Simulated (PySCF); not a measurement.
Al(H)2(OH)(NH3), H₆AlNO, singlet at its CAM-B3LYP/def2-SVP optimised geometry (Å):

```
9

Al    -0.6296    -0.8260     0.0000
H     -1.3758    -1.1716    -1.3723
H     -1.3762    -1.1715     1.3722
O      1.1052    -0.8260     0.0000
H      1.6646    -1.6044     0.0047
N     -0.7202     1.2154     0.0000
H     -0.2249     1.5683     0.8217
H     -1.6646     1.6044     0.0031
H     -0.2301     1.5688    -0.8246
```

Calculation: CAM-B3LYP/def2-TZVP run with PySCF 2.14.0. Cells within 0.4 Å of a nucleus heavier than hydrogen are left out (blank, or x).

Map of the Laplacian of the electron density (e/bohr⁵), clipped to [-1.50, 1.50] on the plane z = 0.0 Å:

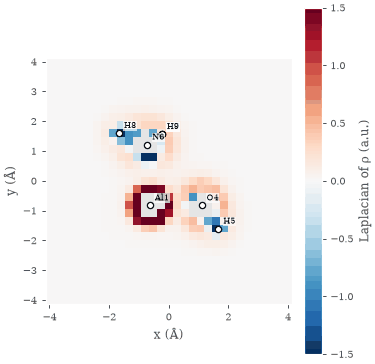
Figure. Laplacian of the electron density (e/bohr⁵), clipped to [-1.50, 1.50] on the plane z = 0.0 Å.
